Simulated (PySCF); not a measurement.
C3H6Cl3FGe (SMILES [F][GeH2][C](Cl)(Cl)CCCl)

```xyz
14

F     1.2690   -0.8252   -1.8581
Ge    1.6900    0.3939   -0.6631
C     0.4522    0.1480    0.9263
Cl    0.3901    1.7973    1.6081
Cl    1.3722   -0.8589    2.0698
C    -0.9609   -0.4099    0.7940
C    -1.5202   -0.3149   -0.6189
Cl   -1.1746    1.2752   -1.3161
H     3.0607   -0.0632   -0.2381
H     1.6456    1.7041   -1.3930
H    -1.6165    0.1179    1.4911
H    -0.9530   -1.4664    1.0720
H    -2.6006   -0.4508   -0.6194
H    -1.0547   -1.0478   -1.2768
```

Geometry: GFN2-xTB.

Theory: CAM-B3LYP/def2-SVPD, SCF density, gas phase (PySCF).

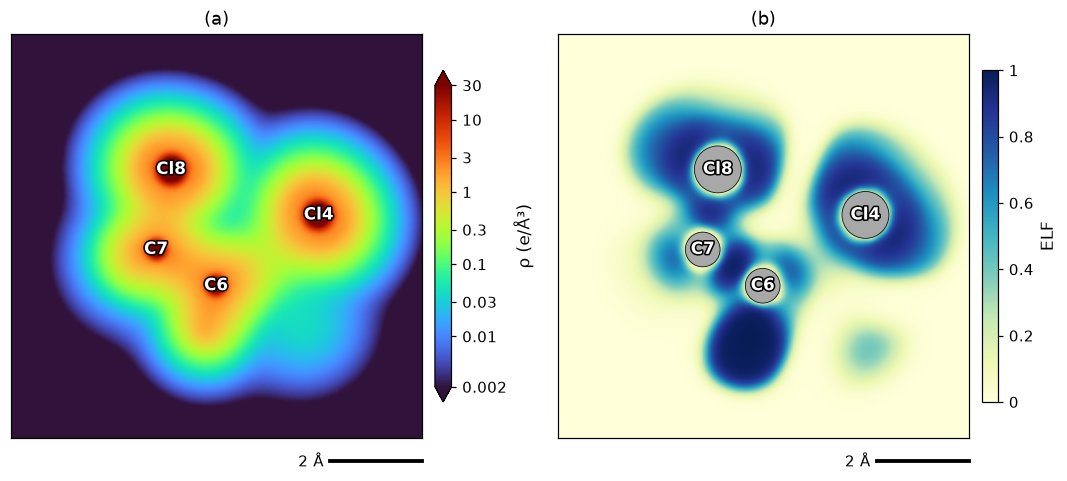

Figure 1. (a) total electron density; (b) electron localisation function on the plane of atoms C6, C7 and Cl8. Grey discs cover the atomic cores in the ELF map.

> Describe what can be read from this map.

The plane passes through Cl and C nuclei.
C–C (1.52 Å): ρ is about 1.7 e/Å³ halfway; the ELF peaks at about 0.95 between the atoms: a shared electron pair.
C–Cl (1.77 Å): ρ is about 1.3 e/Å³ halfway; the ELF peaks at about 0.90 between the atoms, as expected for localised, covalent bonding.
The ELF also peaks beside Cl4 and Cl8, away from the bonds: lone-pair regions.

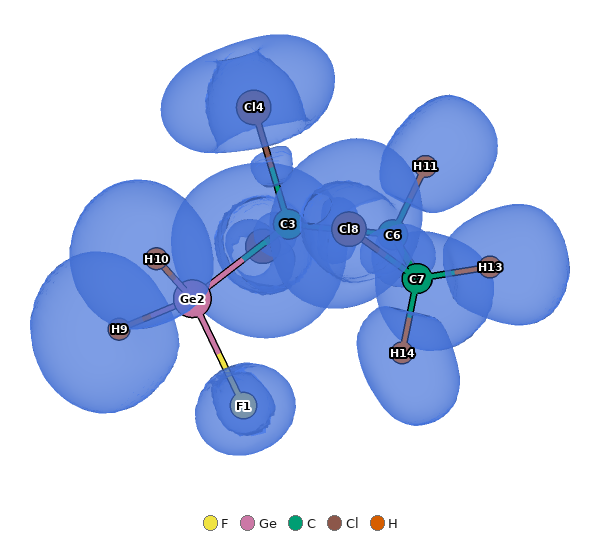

Figure 2. Isosurface of the ELF at 0.8 (blue), seen at an oblique angle. Only the valence region is drawn (cores and ρ < 0.01 e/Å³ removed).

> What do the ELF domains correspond to?

The ELF exceeds this value in two regions between bonded C–C atoms (shared pairs), three regions between bonded C–Cl atoms (shared pairs), six regions around hydrogen nuclei, one lobe of the valence shell of C pointing towards Ge (polar bonds), three rings or bowls of non-bonding electrons around Cl and one region wrapped around F (its valence shell). Profiles from the grid: Ge–F (1.76 Å): the ELF peaks at about 0.80 in the valence shell of F, 0.5 Å from its nucleus, and is about 0.20 at the midpoint.

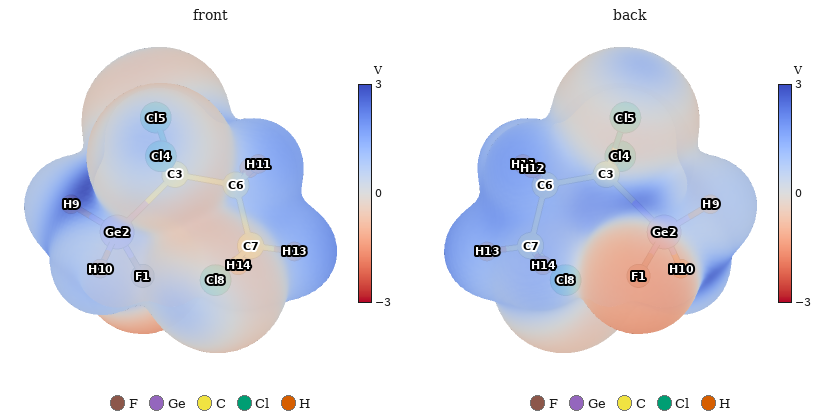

Figure 3. The electrostatic potential painted on the density surface at 0.004 e/bohr³, seen from the front and from behind; the colour scale runs from red (negative) to blue (positive).

> Where is the surface potential most negative and most positive?

The most negative region (about −1.3 V) lies over F1, the most positive (about +2.7 V) over Ge2. Cl4 shows a σ-hole: about +1.0 V at the tip opposite its bond, against about −0.2 V on its flanks. Cl5 shows a σ-hole: about +1.0 V at the tip opposite its bond, against about −0.1 V on its flanks. Cl8 shows a σ-hole: about +0.9 V at the tip opposite its bond, against about −0.3 V on its flanks.

> How polar is the molecule by this calculation?

Its dipole moment is 1.46 D.
